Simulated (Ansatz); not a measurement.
**C6H9BO6: single points with varied inputs, part 1 of 2**

Aim: run C6H9BO6 under a spread of inputs, and see what each costs and gives.

Method: the settings change from run to run; program: Ansatz 0.2.0, Gaussian basis.

### 1 The relaxed structure

The geometry comes from an earlier relaxation with PBE0-D4 in a triple-zeta def2 set; it is a stationary point, not always the lowest conformer.

SMILES `CC(=O)OB(OC(C)=O)OC(C)=O`, 22 atoms, charge 0, spin multiplicity 1.

Atoms are counted from 1 here; the program's logs count them from 0.

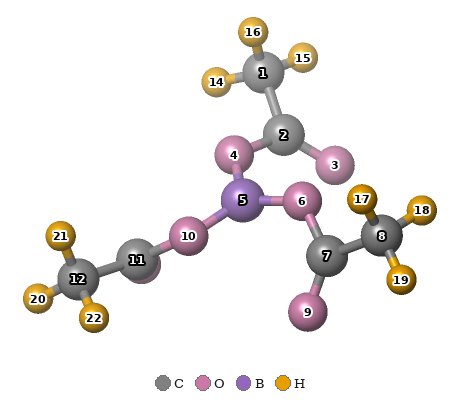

The structure; carbon grey, oxygen pink, boron purple, hydrogen amber; atoms are numbered from 1 in the order of the file.

Coordinates:

```tsv
atom	x (Å)	y (Å)	z (Å)
C1	-1.05134	-3.24494	-1.34587
C2	-1.25276	-1.81364	-0.97332
O3	-2.28045	-1.21043	-1.01718
O4	-0.07083	-1.23881	-0.60399
B5	0.04116	-0.05115	0.07071
O6	-0.88438	0.27560	1.02720
C7	-1.18543	1.55000	1.41323
C8	-1.93948	1.54838	2.70141
O9	-0.90174	2.50798	0.76227
O10	1.19015	0.68734	-0.04207
C11	1.93116	0.80101	-1.18299
C12	3.28532	1.35193	-0.88175
O13	1.50577	0.52324	-2.26180
H14	-0.32545	-3.30602	-2.15927
H15	-1.99751	-3.68332	-1.65171
H16	-0.63474	-3.79327	-0.49850
H17	-1.34281	1.06799	3.47952
H18	-2.85154	0.95975	2.58327
H19	-2.18371	2.56797	2.98732
H20	3.85598	1.45172	-1.80117
H21	3.80512	0.69496	-0.18140
H22	3.17821	2.32360	-0.39533
```

### 2 r2SCAN50/pcseg-2

Options: a grid of angular degree 47, a point charge of 1.00 e beside it, D4 dispersion, relativity set to none.

The input, in.yaml:

```yaml
crystal:
  periodic: [false, false, false]
  atoms:
    - {symbol: C, position_ang: [-1.051342, -3.244938, -1.345871]}
    - {symbol: C, position_ang: [-1.252757, -1.813638, -0.973316]}
    - {symbol: O, position_ang: [-2.280453, -1.210429, -1.017176]}
    - {symbol: O, position_ang: [-0.070834, -1.238811, -0.603995]}
    - {symbol: B, position_ang: [0.041159, -0.051154, 0.070706]}
    - {symbol: O, position_ang: [-0.884380, 0.275603, 1.027202]}
    - {symbol: C, position_ang: [-1.185430, 1.550004, 1.413233]}
    - {symbol: C, position_ang: [-1.939480, 1.548385, 2.701406]}
    - {symbol: O, position_ang: [-0.901739, 2.507980, 0.762270]}
    - {symbol: O, position_ang: [1.190151, 0.687345, -0.042069]}
    - {symbol: C, position_ang: [1.931162, 0.801009, -1.182986]}
    - {symbol: C, position_ang: [3.285315, 1.351930, -0.881752]}
    - {symbol: O, position_ang: [1.505770, 0.523242, -2.261804]}
    - {symbol: H, position_ang: [-0.325447, -3.306025, -2.159266]}
    - {symbol: H, position_ang: [-1.997506, -3.683323, -1.651708]}
    - {symbol: H, position_ang: [-0.634740, -3.793275, -0.498496]}
    - {symbol: H, position_ang: [-1.342812, 1.067992, 3.479524]}
    - {symbol: H, position_ang: [-2.851543, 0.959753, 2.583273]}
    - {symbol: H, position_ang: [-2.183707, 2.567968, 2.987323]}
    - {symbol: H, position_ang: [3.855985, 1.451718, -1.801167]}
    - {symbol: H, position_ang: [3.805124, 0.694962, -0.181400]}
    - {symbol: H, position_ang: [3.178205, 2.323602, -0.395329]}
basis:
  gaussian: {orbitals: pcseg-2, final_grid: {core_spheres: 20, valence_spheres: 16, degree: 47}, point_charges: [{charge: 1.00, position_ang: [8.826, -0.956, 0.286]}]}
hamiltonian: {xc: {name: r2SCAN50}, dispersion: d4, pseudopotentials: {relativity: none}}
output: {forces: true}
```

Launch:

```sh
> ansatz run in.yaml --threads 4 --pin off --events-out ev --progress --plain --max-ram 46080MiB --backend cuda --devices 0, --max-vram 37GiB
```

Standard output, shortened:

```text
Functional definition: r2SCAN50
  name "r2SCAN50"
  cite "Bursch, Neugebauer, Ehlert & Grimme, J. Chem. Phys. 156, 134105 (2022) doi:10.1063/5.0086040"
  cite "Furness, Kaplan, Ning, Perdew & Sun, J. Phys. Chem. Lett. 11, 8208 (2020) doi:10.1021/acs.jpclett.0c02405"
  cite "Furness, Kaplan, Ning, Perdew & Sun, J. Phys. Chem. Lett. 11, 9248 (2020) doi:10.1021/acs.jpclett.0c03077"
  parent r2scan
[...]
2811 factors; their error is unknown
[...]
mean field -19324.17294603 eV, -710.1502573718 hartree, gradient 2.1e-5 eV, S^2 0.000000; 0 other end points of the search recorded, 0 dependent functions left out
[...]
reference -19324.17295977 eV, -710.1502578768 hartree; 49, 49 occupied and 467, 467 virtual orbitals, 2811 factors
Total energy: -19324.37043750 eV, -710.1575150496 hartree
Atom 0 at    -1.051342    -3.244938    -1.345871 Å, force     0.002552    -0.044901    -0.008413 eV/Å
Atom 1 at    -1.252757    -1.813638    -0.973316 Å, force    -0.740152     0.561559    -0.030978 eV/Å
Atom 2 at    -2.280453    -1.210429    -1.017176 Å, force     1.398442    -0.704586     0.107394 eV/Å
Atom 3 at    -0.070834    -1.238811    -0.603995 Å, force    -0.407723     0.381464     0.158599 eV/Å
Atom 4 at     0.041159    -0.051154     0.070706 Å, force    -0.361494    -0.164576     0.109185 eV/Å
Atom 5 at    -0.884380     0.275603     1.027202 Å, force     0.416034     0.497553    -0.358748 eV/Å
Atom 6 at    -1.185430     1.550004     1.413233 Å, force     0.156514     0.499487    -0.509873 eV/Å
Atom 7 at    -1.939480     1.548385     2.701406 Å, force    -0.014337     0.017180     0.023583 eV/Å
Atom 8 at    -0.901739     2.507980     0.762270 Å, force    -0.230227    -1.219332     0.713772 eV/Å
Atom 9 at     1.190151     0.687345    -0.042069 Å, force     0.261529    -0.156642    -0.723921 eV/Å
Atom 10 at     1.931162     0.801009    -1.182986 Å, force    -0.954646    -0.347140    -0.466811 eV/Å
Atom 11 at     3.285315     1.351930    -0.881752 Å, force     0.133440     0.075716     0.011181 eV/Å
Atom 12 at     1.505770     0.523242    -2.261804 Å, force     0.646938     0.343925     1.364004 eV/Å
Atom 13 at    -0.325447    -3.306025    -2.159266 Å, force    -0.248432     0.055456     0.256036 eV/Å
Atom 14 at    -1.997506    -3.683323    -1.651708 Å, force     0.315671     0.165072     0.107967 eV/Å
Atom 15 at    -0.634740    -3.793275    -0.498496 Å, force    -0.153199     0.204118    -0.254724 eV/Å
Atom 16 at    -1.342812     1.067992     3.479524 Å, force    -0.177116     0.151698    -0.275690 eV/Å
Atom 17 at    -2.851543     0.959753     2.583273 Å, force     0.309679     0.191198     0.005386 eV/Å
Atom 18 at    -2.183707     2.567968     2.987323 Å, force     0.087991    -0.339921    -0.114220 eV/Å
Atom 19 at     3.855985     1.451718    -1.801167 Å, force    -0.224725    -0.016612     0.260335 eV/Å
Atom 20 at     3.805124     0.694962    -0.181400 Å, force    -0.233991     0.173101    -0.192802 eV/Å
Atom 21 at     3.178205     2.323602    -0.395329 Å, force    -0.001503    -0.319922    -0.174380 eV/Å
Dipole moment:     0.276559    -0.495102     0.696386 e Å
```

It took 4 s on 1 × H100 (card shared with other runs) with 4 threads of AMD EPYC 7R13, shared host; peak host memory 1.2 GiB.

Largest force 1.570 eV/Å, dipole 4.31 D.

### 3 B3LYP/aug-cc-pVDZ

Set apart from the defaults: charge +1, multiplicity 2, D3(BJ) with three-body dispersion.

Changes to in.yaml since step 2:

```diff
@@ -26,4 +26,6 @@
 basis:
-  gaussian: {orbitals: pcseg-2, final_grid: {core_spheres: 20, valence_spheres: 16, degree: 47}, point_charges: [{charge: 1.00, position_ang: [8.826, -0.956, 0.286]}]}
-hamiltonian: {xc: {name: r2SCAN50}, dispersion: d4, pseudopotentials: {relativity: none}}
+  gaussian: {orbitals: aug-cc-pVDZ}
+total_charge: 1
+magnetization: {spin_polarized: true, initial_magnetization: 1}
+hamiltonian: {xc: {name: B3LYP}, dispersion: d3bjatm}
 output: {forces: true}
```

The command is unchanged.

Standard output, shortened:

```text
Functional definition: B3LYP
  name "B3LYP"
  cite "Stephens, Devlin, Chabalowski & Frisch, J. Phys. Chem. 98, 11623 (1994) doi:10.1021/j100096a001"
  cite "Becke, Phys. Rev. A 38, 3098 (1988) doi:10.1103/PhysRevA.38.3098"
  cite "Lee, Yang & Parr, Phys. Rev. B 37, 785 (1988) doi:10.1103/PhysRevB.37.785"
  cite "Vosko, Wilk & Nusair, Can. J. Phys. 58, 1200 (1980) doi:10.1139/p80-159"
[...]
3153 factors; their error is unknown
[...]
mean field -19324.79772012 eV, -710.1732173962 hartree, gradient 2.0e-5 eV, S^2 0.755924; 10 other end points of the search recorded, 0 dependent functions left out
[...]
reference -19324.79817958 eV, -710.1732342809 hartree; 49, 48 occupied and 331, 332 virtual orbitals, 3153 factors
Total energy: -19325.64191201 eV, -710.2042408760 hartree
Atom 0 at    -1.051342    -3.244938    -1.345871 Å, force    -0.341342    -0.178974    -0.173600 eV/Å
[...]
Atom 12 at     1.505770     0.523242    -2.261804 Å, force    -0.683239    -0.407507    -1.099327 eV/Å
Atom 13 at    -0.325447    -3.306025    -2.159266 Å, force     0.139629     0.092073    -0.199652 eV/Å
Atom 14 at    -1.997506    -3.683323    -1.651708 Å, force    -0.179209    -0.123514    -0.071830 eV/Å
Atom 15 at    -0.634740    -3.793275    -0.498496 Å, force     0.062293    -0.007476     0.274181 eV/Å
Atom 16 at    -1.342812     1.067992     3.479524 Å, force     0.258701    -0.096768     0.071666 eV/Å
Atom 17 at    -2.851543     0.959753     2.583273 Å, force    -0.184601    -0.121163    -0.161775 eV/Å
Atom 18 at    -2.183707     2.567968     2.987323 Å, force    -0.076769     0.201345     0.098277 eV/Å
Atom 19 at     3.855985     1.451718    -1.801167 Å, force     0.155299     0.045609    -0.174438 eV/Å
Atom 20 at     3.805124     0.694962    -0.181400 Å, force     0.039473    -0.224558     0.124698 eV/Å
Atom 21 at     3.178205     2.323602    -0.395329 Å, force    -0.141721     0.231690     0.071175 eV/Å
Dipole moment:     0.307652    -0.318388     0.605528 e Å
```

Wall time 17 s (1 × H100 (card shared with other runs) with 4 threads of AMD EPYC 7R13, shared host); peak host memory 1.2 GiB.

Largest force 2.013 eV/Å, ⟨S²⟩ 0.756.

### 4 wB97X-V/aug-pcseg-2

Changes to in.yaml since step 3:

```diff
@@ -26,6 +26,4 @@
 basis:
-  gaussian: {orbitals: aug-cc-pVDZ}
-total_charge: 1
-magnetization: {spin_polarized: true, initial_magnetization: 1}
-hamiltonian: {xc: {name: B3LYP}, dispersion: d3bjatm}
+  gaussian: {orbitals: aug-pcseg-2}
+hamiltonian: {xc: {name: wB97X-V}}
 output: {forces: true}
```

Launched as before.

Standard output, shortened:

```text
Functional definition: wB97X-V
  name "wB97X-V"
  cite "Mardirossian & Head-Gordon, Phys. Chem. Chem. Phys. 16, 9904 (2014) doi:10.1039/C3CP54374A"
  cite "Becke, J. Chem. Phys. 107, 8554 (1997) doi:10.1063/1.475007"
  cite "Vydrov & Van Voorhis, J. Chem. Phys. 133, 244103 (2010) doi:10.1063/1.3521275"
[...]
      + integral(e_c_pw_opposite_spin*poly(b97_u_opposite, cos0, cos1)) + vv10(b, c)
3131 factors; their error is unknown
1354 factors; integrals over basis functions are off by at most 2.3e-5 eV
[...]
mean field -19333.86644795 eV, -710.5064869968 hartree, gradient 5.3e-5 eV, S^2 0.000000; 0 other end points of the search recorded, 0 dependent functions left out
[...]
reference -19333.86644320 eV, -710.5064868223 hartree; 49, 49 occupied and 756, 756 virtual orbitals, 3131 factors
Total energy: -19333.86644320 eV, -710.5064868223 hartree
[...]
Atom 12 at     1.505770     0.523242    -2.261804 Å, force    -0.135177    -0.074982    -0.255234 eV/Å
Atom 13 at    -0.325447    -3.306025    -2.159266 Å, force    -0.008316     0.011126    -0.004351 eV/Å
Atom 14 at    -1.997506    -3.683323    -1.651708 Å, force    -0.013407    -0.008922    -0.004598 eV/Å
Atom 15 at    -0.634740    -3.793275    -0.498496 Å, force    -0.009016     0.006706     0.008163 eV/Å
Atom 16 at    -1.342812     1.067992     3.479524 Å, force     0.010890     0.007139    -0.004645 eV/Å
Atom 17 at    -2.851543     0.959753     2.583273 Å, force     0.000422     0.007801    -0.012501 eV/Å
Atom 18 at    -2.183707     2.567968     2.987323 Å, force    -0.004355     0.014760     0.006587 eV/Å
Atom 19 at     3.855985     1.451718    -1.801167 Å, force     0.010725     0.002024    -0.012640 eV/Å
Atom 20 at     3.805124     0.694962    -0.181400 Å, force    -0.005165    -0.010871    -0.007480 eV/Å
Atom 21 at     3.178205     2.323602    -0.395329 Å, force    -0.009394     0.001453    -0.010625 eV/Å
Dipole moment:     0.439844    -0.483316     0.667518 e Å
```

It took 9.5 s on 1 × H100 (card shared with other runs) with 4 threads of AMD EPYC 7R13, shared host; peak host memory 1.8 GiB.

Largest force 0.298 eV/Å, dipole 4.49 D.

### 5 B3LYP/def2-mTZVP

Changes to in.yaml since step 4:

```diff
@@ -26,4 +26,4 @@
 basis:
-  gaussian: {orbitals: aug-pcseg-2}
-hamiltonian: {xc: {name: wB97X-V}}
+  gaussian: {orbitals: def2-mTZVP}
+hamiltonian: {xc: {name: B3LYP}}
 output: {forces: true}
```

The command is unchanged.

Standard output, shortened:

```text
Functional definition: B3LYP
  name "B3LYP"
  cite "Stephens, Devlin, Chabalowski & Frisch, J. Phys. Chem. 98, 11623 (1994) doi:10.1021/j100096a001"
  cite "Becke, Phys. Rev. A 38, 3098 (1988) doi:10.1103/PhysRevA.38.3098"
  cite "Lee, Yang & Parr, Phys. Rev. B 37, 785 (1988) doi:10.1103/PhysRevB.37.785"
  cite "Vosko, Wilk & Nusair, Can. J. Phys. 58, 1200 (1980) doi:10.1139/p80-159"
[...]
2586 factors; their error is unknown
[...]
mean field -19339.07397053 eV, -710.6978599218 hartree, gradient 4.1e-5 eV, S^2 0.000000; 0 other end points of the search recorded, 0 dependent functions left out
[...]
reference -19339.07438726 eV, -710.6978752364 hartree; 49, 49 occupied and 255, 255 virtual orbitals, 2586 factors
Total energy: -19339.07438726 eV, -710.6978752364 hartree
Atom 0 at    -1.051342    -3.244938    -1.345871 Å, force     0.025561    -0.185969    -0.054718 eV/Å
[...]
Atom 12 at     1.505770     0.523242    -2.261804 Å, force    -0.241621    -0.150085    -0.660471 eV/Å
Atom 13 at    -0.325447    -3.306025    -2.159266 Å, force    -0.022990    -0.041088     0.010261 eV/Å
Atom 14 at    -1.997506    -3.683323    -1.651708 Å, force     0.037059    -0.015725     0.003383 eV/Å
Atom 15 at    -0.634740    -3.793275    -0.498496 Å, force    -0.013423    -0.026780    -0.032080 eV/Å
Atom 16 at    -1.342812     1.067992     3.479524 Å, force    -0.035227     0.020682     0.016523 eV/Å
Atom 17 at    -2.851543     0.959753     2.583273 Å, force     0.003424     0.025254     0.040899 eV/Å
Atom 18 at    -2.183707     2.567968     2.987323 Å, force    -0.006952    -0.035429     0.018187 eV/Å
Atom 19 at     3.855985     1.451718    -1.801167 Å, force     0.009475     0.007739     0.038571 eV/Å
Atom 20 at     3.805124     0.694962    -0.181400 Å, force     0.026279     0.030068    -0.017320 eV/Å
Atom 21 at     3.178205     2.323602    -0.395329 Å, force     0.045235    -0.011232    -0.013201 eV/Å
Dipole moment:     0.429317    -0.471772     0.651550 e Å
```

It took 3.2 s on 1 × H100 (card shared with other runs) with 4 threads of AMD EPYC 7R13, shared host; peak host memory 0.96 GiB.

Largest force 0.719 eV/Å, dipole 4.38 D.

### 6 wB97M-V/cc-pVTZ

This run has coordinates scaled by 1.05, finite nuclei, a point charge of 2.00 e beside it.

The input, in.yaml:

```yaml
crystal:
  periodic: [false, false, false]
  atoms:
    - {symbol: C, position_ang: [-1.103909, -3.407185, -1.413165]}
    - {symbol: C, position_ang: [-1.315395, -1.904320, -1.021982]}
    - {symbol: O, position_ang: [-2.394476, -1.270951, -1.068035]}
    - {symbol: O, position_ang: [-0.074376, -1.300752, -0.634195]}
    - {symbol: B, position_ang: [0.043217, -0.053711, 0.074241]}
    - {symbol: O, position_ang: [-0.928599, 0.289384, 1.078563]}
    - {symbol: C, position_ang: [-1.244702, 1.627504, 1.483895]}
    - {symbol: C, position_ang: [-2.036454, 1.625804, 2.836476]}
    - {symbol: O, position_ang: [-0.946826, 2.633379, 0.800384]}
    - {symbol: O, position_ang: [1.249659, 0.721713, -0.044173]}
    - {symbol: C, position_ang: [2.027720, 0.841060, -1.242136]}
    - {symbol: C, position_ang: [3.449581, 1.419527, -0.925839]}
    - {symbol: O, position_ang: [1.581059, 0.549404, -2.374895]}
    - {symbol: H, position_ang: [-0.341720, -3.471326, -2.267230]}
    - {symbol: H, position_ang: [-2.097381, -3.867489, -1.734293]}
    - {symbol: H, position_ang: [-0.666477, -3.982939, -0.523421]}
    - {symbol: H, position_ang: [-1.409953, 1.121391, 3.653500]}
    - {symbol: H, position_ang: [-2.994120, 1.007740, 2.712437]}
    - {symbol: H, position_ang: [-2.292892, 2.696366, 3.136689]}
    - {symbol: H, position_ang: [4.048784, 1.524304, -1.891225]}
    - {symbol: H, position_ang: [3.995380, 0.729710, -0.190470]}
    - {symbol: H, position_ang: [3.337116, 2.439782, -0.415095]}
basis:
  gaussian: {orbitals: cc-pVTZ, nuclear_model: gaussian, point_charges: [{charge: 2.00, position_ang: [7.368, -0.263, 0.999]}]}
hamiltonian: {xc: {name: wB97M-V}}
output: {forces: true}
```

The command is unchanged.

Standard output, shortened:

```text
Functional definition: wB97M-V
  name "wB97M-V"
  cite "Mardirossian & Head-Gordon, J. Chem. Phys. 144, 214110 (2016) doi:10.1063/1.4952647"
  cite "Becke, J. Chem. Phys. 107, 8554 (1997) doi:10.1063/1.475007"
  cite "Vydrov & Van Voorhis, J. Chem. Phys. 133, 244103 (2010) doi:10.1063/1.3521275"
  # Of w^i u^j: cxij and so on, Table III.
[...]
  gx(w, u) = 1 - cx + cx01*u + cx10*w
  gss(w, u) = css00 + css04*u^4 + css10*w + css20*w^2 + css43*w^4*u^3
  gos(w, u) = cos00 + cos10*w + (cos20 + cos21*u)*w^2 + (cos60 + cos61*u)*w^6
[...]
      + integral(e_c_pw_mod_opposite_spin*gos(b97_w_opposite, b97_u_opposite)) + vv10(b, c)
2738 factors; their error is unknown
624 factors; integrals over basis functions are off by at most 7.5e-6 eV
[...]
Atom 12 at     1.581059     0.549404    -2.374895 Å, force     2.204011     1.298908     4.697956 eV/Å
Atom 13 at    -0.341720    -3.471326    -2.267230 Å, force    -1.152826     0.168037     1.233402 eV/Å
Atom 14 at    -2.097381    -3.867489    -1.734293 Å, force     1.473027     0.800404     0.509463 eV/Å
Atom 15 at    -0.666477    -3.982939    -0.523421 Å, force    -0.688687     0.910662    -1.257573 eV/Å
Atom 16 at    -1.409953     1.121391     3.653500 Å, force    -0.872175     0.737472    -1.257934 eV/Å
Atom 17 at    -2.994120     1.007740     2.712437 Å, force     1.437732     0.918829     0.108083 eV/Å
Atom 18 at    -2.292892     2.696366     3.136689 Å, force     0.432485    -1.595037    -0.552905 eV/Å
Atom 19 at     4.048784     1.524304    -1.891225 Å, force    -0.987429    -0.163729     1.330370 eV/Å
Atom 20 at     3.995380     0.729710    -0.190470 Å, force    -0.768253     0.718609    -0.842147 eV/Å
Atom 21 at     3.337116     2.439782    -0.415095 Å, force     0.096748    -1.503115    -0.777737 eV/Å
Dipole moment:    -0.208837    -0.445541     0.531987 e Å
```

Run time: 4.4 s. Hardware: 1 × H100 (card shared with other runs) with 4 threads of AMD EPYC 7R13, shared host; peak host memory 1.3 GiB.

Largest force 5.349 eV/Å, dipole 3.48 D.

### 7 PBE/cc-pVTZ

Set apart from the defaults: multiplicity 3, D3(BJ) with three-body dispersion, relativity set to none, the search for lower states set to light.

The input, in.yaml:

```yaml
crystal:
  periodic: [false, false, false]
  atoms:
    - {symbol: C, position_ang: [-1.051342, -3.244938, -1.345871]}
    - {symbol: C, position_ang: [-1.252757, -1.813638, -0.973316]}
    - {symbol: O, position_ang: [-2.280453, -1.210429, -1.017176]}
    - {symbol: O, position_ang: [-0.070834, -1.238811, -0.603995]}
    - {symbol: B, position_ang: [0.041159, -0.051154, 0.070706]}
    - {symbol: O, position_ang: [-0.884380, 0.275603, 1.027202]}
    - {symbol: C, position_ang: [-1.185430, 1.550004, 1.413233]}
    - {symbol: C, position_ang: [-1.939480, 1.548385, 2.701406]}
    - {symbol: O, position_ang: [-0.901739, 2.507980, 0.762270]}
    - {symbol: O, position_ang: [1.190151, 0.687345, -0.042069]}
    - {symbol: C, position_ang: [1.931162, 0.801009, -1.182986]}
    - {symbol: C, position_ang: [3.285315, 1.351930, -0.881752]}
    - {symbol: O, position_ang: [1.505770, 0.523242, -2.261804]}
    - {symbol: H, position_ang: [-0.325447, -3.306025, -2.159266]}
    - {symbol: H, position_ang: [-1.997506, -3.683323, -1.651708]}
    - {symbol: H, position_ang: [-0.634740, -3.793275, -0.498496]}
    - {symbol: H, position_ang: [-1.342812, 1.067992, 3.479524]}
    - {symbol: H, position_ang: [-2.851543, 0.959753, 2.583273]}
    - {symbol: H, position_ang: [-2.183707, 2.567968, 2.987323]}
    - {symbol: H, position_ang: [3.855985, 1.451718, -1.801167]}
    - {symbol: H, position_ang: [3.805124, 0.694962, -0.181400]}
    - {symbol: H, position_ang: [3.178205, 2.323602, -0.395329]}
basis:
  gaussian: {orbitals: cc-pVTZ}
magnetization: {spin_polarized: true, initial_magnetization: 2}
hamiltonian: {xc: {name: PBE}, dispersion: d3bjatm, pseudopotentials: {relativity: none}}
scf: {lower_state_search: light}
```

Launched as before.

Standard output, shortened:

```text
Functional definition: PBE
  name "PBE"
  cite "Perdew, Burke & Ernzerhof, Phys. Rev. Lett. 77, 3865 (1996) doi:10.1103/PhysRevLett.77.3865"
  parent pbe
[...]
2738 factors; their error is unknown
[...]
mean field -19312.58621972 eV, -709.7244530336 hartree, gradient 1.4e-5 eV, S^2 2.004196; 8 other end points of the search recorded, 0 dependent functions left out
reference -19312.58627760 eV, -709.7244551606 hartree; 50, 48 occupied and 466, 468 virtual orbitals, 2738 factors
Total energy: -19313.09062960 eV, -709.7429897549 hartree
```

Wall time 17 s (1 × H100 (card shared with other runs) with 4 threads of AMD EPYC 7R13, shared host); peak host memory 1.5 GiB.

⟨S²⟩ 2.004.

(Continued in part 2 of 2.)
